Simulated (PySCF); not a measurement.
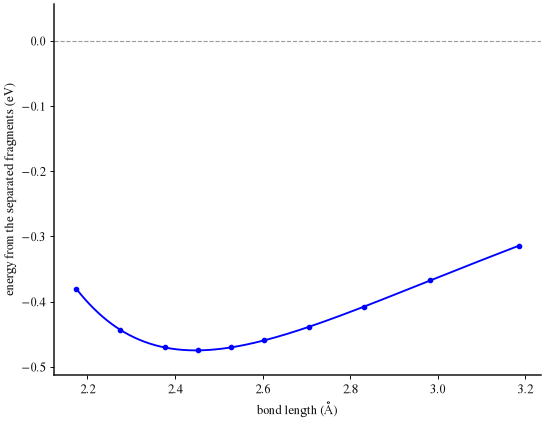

Bond curve of NaO⁺, triplet (excess alpha electrons: πx +1, πy +1). LDA/6-311G(d,p) with PySCF, UKS. One reference determinant with the occupation held, the lowest that a PBE0 search over spins and occupations found; no spin-orbit coupling. Zero is the separated fragments in their ground configurations, without counterpoise. The fragments are Na⁺ + O. 2 further points of the run are not drawn.

Q: What constants does a Dunham fit to the curve give (main isotopes)?

A: re = 2.447 Å, ωe = 215 cm⁻¹, ωexe = 4.2 cm⁻¹, De = 0.47 eV, Be = 0.298 cm⁻¹.

Q: How much does zero-point motion take off the well depth?

A: 0.013 eV (106 cm⁻¹): De = 0.47 eV, D0 = 0.46 eV.

Q: How stiff is the bond?

A: The force constant is 0.26 mdyn/Å, which gives ωe = 215 cm⁻¹.

Caveats: lowest determinant of a PBE0 search, another state may lie lower.
